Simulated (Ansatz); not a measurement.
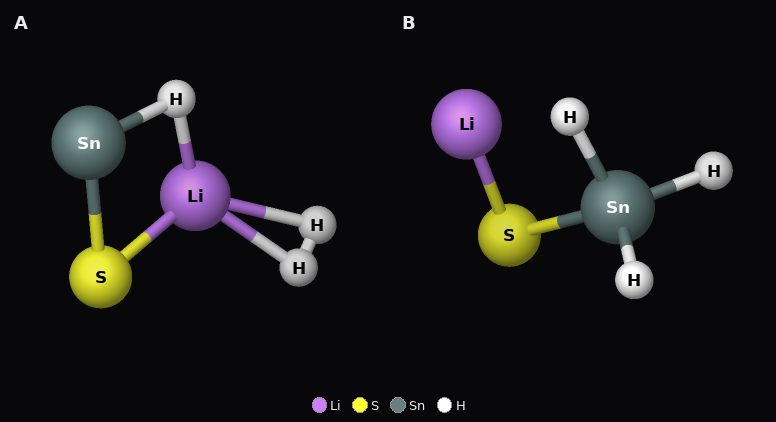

2 stationary structures of one formula. Geometries: PBE0-D4/def2-TZVP. Electronic energies: RHF-CCSD(T) (frozen core)/def2-TZVPP (Ansatz 0.2.0), without zero-point energy. No frequency run is at hand to confirm each as a minimum.

### Which structure is the most stable?

A is lowest (C1); B lies 16.9 kJ/mol above it (Cs).
